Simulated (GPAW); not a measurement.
# Optical response of BiTe, part 2 of 2

Aim: the dielectric function of BiTe, and the optical constants that follow from it.

GPAW 26.7.0; DFT, PBE, plane-wave PAW (GPAW data sets), scalar-relativistic, RPA, optical limit.

So far. Step 2 (Ground state): There are states at the Fermi level within the smearing, so the occupations stay smeared and the carriers get a Drude term.

## Step 4: Dielectric function, RPA

Transitions between filled and empty bands, summed over the zone, give the optical response, so mesh, band count and broadening shape it.

The induced potential is part of this response.

This step: DFT, PBE, plane-wave PAW (GPAW data sets), scalar-relativistic, RPA, optical limit (GPAW 26.7.0).

Input file df.py:

```python
from gpaw.response.df import DielectricFunction

df = DielectricFunction('full.gpw', frequencies={'type': 'nonlinear', 'domega0': 0.03, 'omega2': 8},
                        ecut=50,
                        eta=0.05,
                        nbands=23,
                        rate=0.03,
                        txt='df.txt')
for direction in ['x']:
    df.get_dielectric_function(xc='RPA', direction=direction, filename=f'df_{direction}.csv')
```

On the command line:

```bash
$ OMP_NUM_THREADS=1 python df.py
```

Numbers of over 12 decimals in the logs are rounded to 6 here.

Output:

```text
Using integrator: PointIntegrator
NonLinearFrequencyDescriptor(from 0.000 to 41.107 eV, 439 points)
Nonperiodic BCs:  [False False False]
Using integrator: PointIntegrator
NonLinearFrequencyDescriptor(from 0.000 to 41.107 eV, 439 points)
Nonperiodic BCs:  [False False False]
Using integrator: PointIntegrator

Calculating chi0 body with:
    Ground state adapter containing:
    Number of spins: 1
    Number of kpoints: 1728
    Number of irreducible kpoints: 72
    Number of completely occupied states: 10
    Number of partially occupied states: 13

    Linear response parametrization:
    q_c: [0.0, 0.0, 0.0]
    Number of frequency points: 439
    Planewave cutoff: 50.0
    Number of bands: 23
    Number of planewaves: 59
    Broadening (eta): 0.05

Integrating chi0 body.

Symmetries of q_c:
    Direct symmetries (Uq -> q): 48
    Indirect symmetries (TUq -> q): 0
In total 48 allowed symmetries.

72 groups of equivalent kpoints. 95.833333% reduction.

Integral kind: spectral function

Calculating chi0 optical extensions with:
    Ground state adapter containing:
    Number of spins: 1
    Number of kpoints: 1728
    Number of irreducible kpoints: 72
    Number of completely occupied states: 10
    Number of partially occupied states: 13

    Linear response parametrization:
    Number of frequency points: 439
    Planewave cutoff: 50.0
    Number of bands: 23
    Number of planewaves: 59
    Broadening (eta): 0.05
Integrating chi0 head and wings.

Symmetries of q_c:
    Direct symmetries (Uq -> q): 48
    Indirect symmetries (TUq -> q): 0
In total 48 allowed symmetries.

72 groups of equivalent kpoints. 95.833333% reduction.

Integral kind: spectral function wings

Calculating drude chi0 with:
    Number of frequency points:439
    Plasma frequency decay rate: 0.03 eV

    Ground state adapter containing:
    Number of spins: 1
    Number of kpoints: 1728
    Number of irreducible kpoints: 72
    Number of completely occupied states: 10
    Number of partially occupied states: 13

Symmetries of q_c:
    Direct symmetries (Uq -> q): 48
    Indirect symmetries (TUq -> q): 0
In total 48 allowed symmetries.

72 groups of equivalent kpoints. 95.833333% reduction.

Integral kind: intraband
Plasma frequency:
[[7.88-0.j 0.  +0.j 0.  -0.j]
 [0.  +0.j 7.88-0.j 0.  -0.j]
 [0.  +0.j 0.  -0.j 7.88-0.j]]
```

The job ended after 11 s (1 thread of Arm Neoverse V2, shared host; peak memory 0.29 GiB).

Some rows of df_x.csv (energy; Re and Im without local fields; Re and Im with them):

```text
0.000000, 71829.866995, -0.000000, 71828.205714, -0.000000
0.366838, -669.052277, 168.434887, -670.127588, 167.701561
0.747880, -160.920913, 17.893686, -161.643319, 17.857576
1.143969, -60.650788, 6.122175, -61.563389, 6.007686
1.556014, -26.504374, 8.657544, -27.639116, 8.086283
1.984998, -10.953268, 15.931789, -11.806199, 13.867824
2.431988, -13.497757, 8.808463, -13.655416, 8.015815
2.898142, -12.977978, 4.405132, -13.136743, 4.480531
3.384719, -7.369626, 2.887260, -7.714446, 2.728187
3.893091, -5.448381, 1.539166, -5.978118, 1.553284
4.424758, -3.140585, 0.940743, -3.818942, 0.923448
4.981356, -0.802601, 1.320705, -1.708547, 1.205513
5.564682, 0.954741, 1.982441, -0.336611, 1.373277
6.176709, 2.888486, 4.848088, 1.306851, 2.615083
6.819608, -2.228880, 6.710950, -0.502952, 4.816027
7.495775, -3.755782, 3.349018, -2.646263, 3.534639
8.207861, -3.829804, 2.643934, -2.709289, 3.591228
8.958808, -2.321490, 1.414477, -1.986928, 1.680553
9.751884, -1.360394, 1.379071, -0.996420, 1.298813
10.590737, -1.213118, 1.113055, -0.931964, 1.129053
11.479449, -1.016777, 0.897219, -0.597434, 0.972932
```

The Im ε, E ∥ x has structure finer than the step of the table below, so its rows give means over 0.5 eV, whole bins alone (the curve runs from 0.305 to 12.2 eV). Peaks (eV: height): 1.35: 9.44, 1.73: 11.1, 2.13: 18.3, 2.47: 9.85, 7.32: 5.69.

Sum at mesh points, not converged in k. Table of Im ε, E ∥ x by photon energy; means over each step:

```tsv
photon energy (eV)	Im ε, E ∥ x
1.0	9.30
1.5	8.47
2.0	12.8
2.5	7.30
3.0	4.22
3.5	2.63
4.0	1.47
4.5	0.962
5.0	1.01
5.5	1.41
6.0	1.95
6.5	4.23
7.0	4.15
7.5	3.80
8.0	2.69
8.5	1.60
9.0	1.62
9.5	1.22
10.0	1.16
10.5	1.07
11.0	0.852
11.5	0.918
```

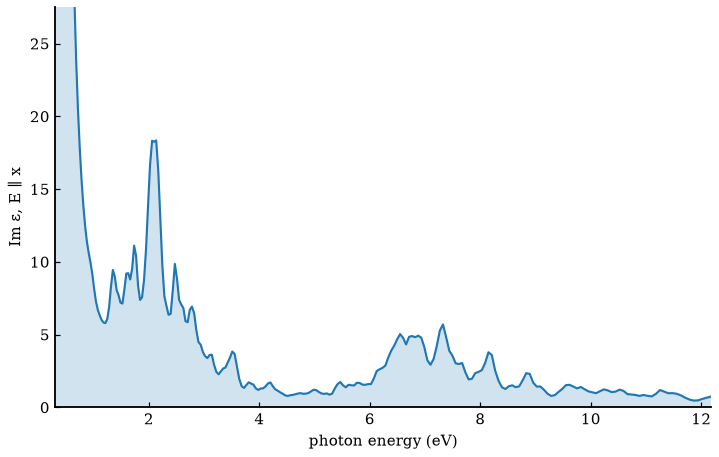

Im ε, E ∥ x against photon energy. Below 1 eV the curve runs off the scale.

Values under 1 per cm are given as 1; sum at mesh points, not converged in k. The absorption coefficient, E ∥ x by photon energy:

```tsv
photon energy (eV)	absorption coefficient, E ∥ x (1/cm)
0.492	9.8e5
1.010	9.4e5
1.486	8.7e5
1.985	7.8e5
2.508	1.1e6
3.018	1.1e6
3.510	1.0e6
3.980	9.4e5
4.516	8.3e5
4.981	7.0e5
5.515	5.9e5
6.021	4.0e5
6.494	8.8e5
6.985	1.3e6
7.496	1.4e6
8.026	1.1e6
8.516	1.2e6
9.023	1.3e6
9.483	9.7e5
10.026	1.1e6
10.519	1.1e6
11.029	9.8e5
11.479	1.1e6
12.023	7.6e5
```

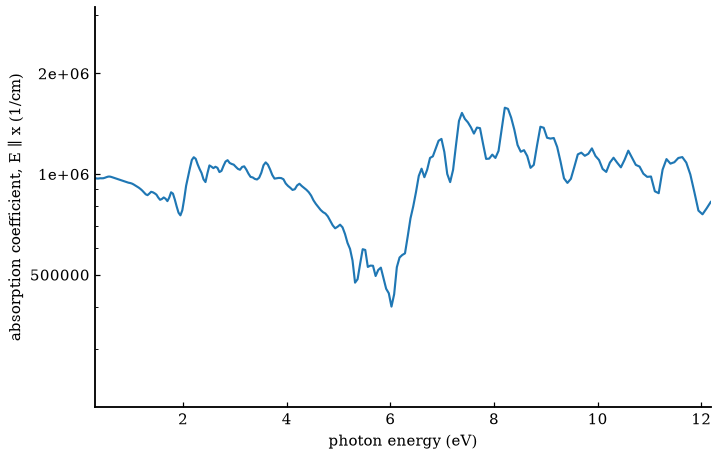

Absorption coefficient, E ∥ x against photon energy.

The loss function −Im 1/ε at q → 0, E ∥ x has structure finer than the step of the table below, so its rows give means over 0.5 eV, whole bins alone (the curve runs from 0.305 to 12.2 eV). Peaks (eV: height): 5.32: 0.840, 8.70: 0.460, 9.42: 0.666, 11.10: 1.04, 12.02: 1.59.

Sum at mesh points, not converged in k. Table of loss function −Im 1/ε at q → 0, E ∥ x by energy loss; means over each step:

```tsv
energy loss (eV)	loss function −Im 1/ε at q → 0, E ∥ x
1.0	0.00125
1.5	0.00880
2.0	0.0261
2.5	0.0247
3.0	0.0260
3.5	0.0374
4.0	0.0504
4.5	0.0821
5.0	0.276
5.5	0.644
6.0	0.459
6.5	0.218
7.0	0.232
7.5	0.187
8.0	0.279
8.5	0.288
9.0	0.306
9.5	0.525
10.0	0.538
10.5	0.596
11.0	0.843
11.5	0.725
```

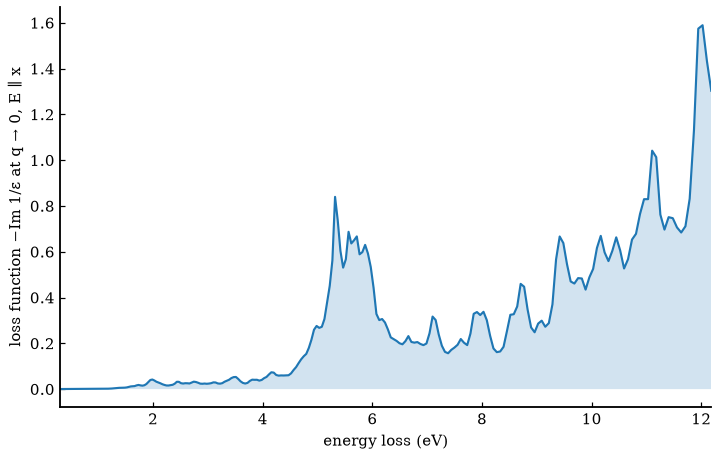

Loss function −Im 1/ε at q → 0, E ∥ x against energy loss.

The Im ε, E ∥ x has structure finer than the step of the table below, so its rows give means over 0.5 eV, whole bins alone (the curve runs from 0.305 to 12.2 eV). Peaks (eV: height): without local fields 1.73: 12.1, 2.06: 20.3, 2.47: 10.5, 6.49: 8.53, 7.27: 6.99; with local fields 1.35: 9.44, 1.73: 11.1, 2.13: 18.3, 2.47: 9.85, 7.32: 5.69.

Sum at mesh points, not converged in k. Table of Im ε, E ∥ x by photon energy; means over each step:

```tsv
photon energy (eV)	without local fields	with local fields
1.0	9.40	9.30
1.5	8.97	8.47
2.0	13.9	12.8
2.5	7.67	7.30
3.0	4.20	4.22
3.5	2.63	2.63
4.0	1.51	1.47
4.5	1.01	0.962
5.0	1.19	1.01
5.5	2.06	1.41
6.0	3.49	1.95
6.5	7.41	4.23
7.0	5.70	4.15
7.5	3.88	3.80
8.0	2.97	2.69
8.5	1.62	1.60
9.0	1.58	1.62
9.5	1.45	1.22
10.0	1.28	1.16
10.5	1.16	1.07
11.0	1.16	0.852
11.5	0.854	0.918
```

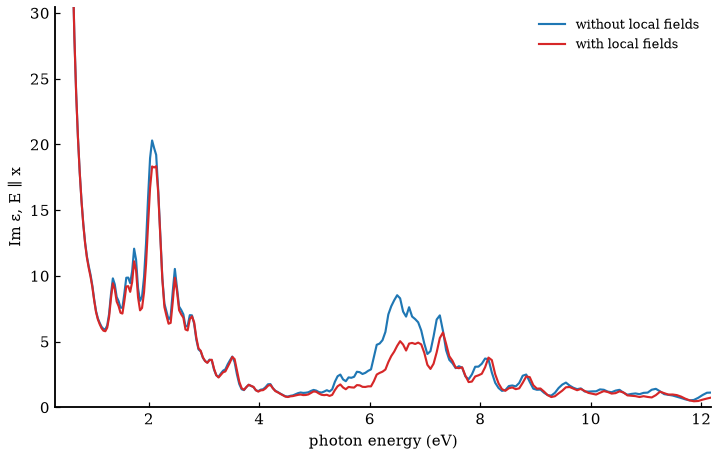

Im ε, E ∥ x against photon energy. Below 1 eV the curve runs off the scale.

The reflectivity at normal incidence, E ∥ x has structure finer than the step of the table below, so its rows give means over 1 eV, whole bins alone (the curve runs from 0.305 to 12.2 eV). Peaks (eV: height): 3.2: 87.0, 3.7: 88.7, 7.7: 53.5, 8.4: 62.4, 9.2: 59.1, 10.7: 44.3, 11.8: 47.9.

Sum at mesh points, not converged in k. Table of reflectivity at normal incidence, E ∥ x by photon energy; means over each step:

```tsv
photon energy (eV)	reflectivity at normal incidence, E ∥ x (%)
1	96.9
2	81.8
3	82.6
4	82.4
5	56.3
6	17.4
7	35.1
8	47.2
9	46.3
10	38.3
11	35.8
```

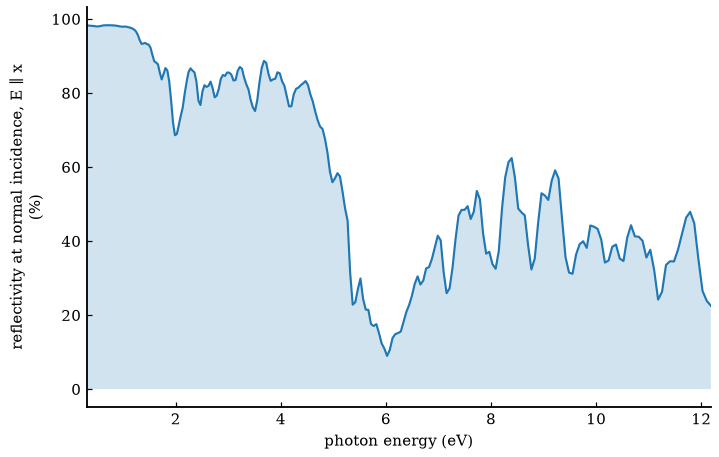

Reflectivity at normal incidence, E ∥ x, plotted against photon energy.

Optical constants at common wavelengths, from n + ik = √ε:

```tsv
wavelength (nm)	n	k	R (%)	1/α
1064	0.38	7.669	97.5	11 nm
800	0.74	5.349	90.6	12 nm
633	1.53	3.828	71.1	13 nm
532	0.78	4.347	85.9	9.7 nm
405	0.51	3.339	84.8	9.7 nm
308	0.29	2.258	83.1	11 nm
248	0.43	1.381	56.3	14 nm
```

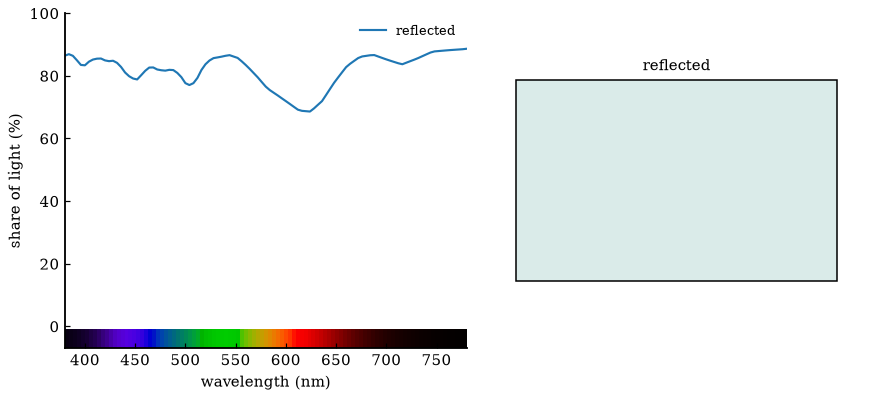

Light reflected across the visible range, with the colour that it makes of daylight (sRGB).

In reflection the computed colour is near white: x = 0.303, y = 0.331, luminous reflectivity 80 %.

## Step 5: Results

What this shows: At this level (PBE, RPA) BiTe is a metal. The mesh is too coarse to trust the carriers' weight, the reflectivity or the colour to better than tens of per cent. In reflection the computed colour is near white: x = 0.303, y = 0.331, luminous reflectivity 80 %. The carriers' damping of 0.03 eV is typed, not computed; it shapes the response at the lowest energies. Spin-orbit coupling is left out although heavy atoms are present. The curves end at 12 eV, about where the summed bands run out. GPAW's carrier term has the form −ωp²/(ω + i·rate)², which damps like twice the rate and fails at low energy, so the curves leave the lowest energies out. The sum runs over mesh points 0.14 Å⁻¹ apart with no interpolation, so peaks are partly noise of the mesh, and the Drude plasma energy, a sum over the Fermi surface, isn't converged.

[Machine, clock and banner lines and Python warnings are left out of the logs.]

[Logs are printed without paths, hosts, clocks, repeated set-up lines and the standing remarks that a program may print on its own settings, such as how far it seeks lower states.]

[Hosts, paths, dates, database ids (printed as entryN), source tags and the programs' standing remarks are cut or masked in the printed files.]
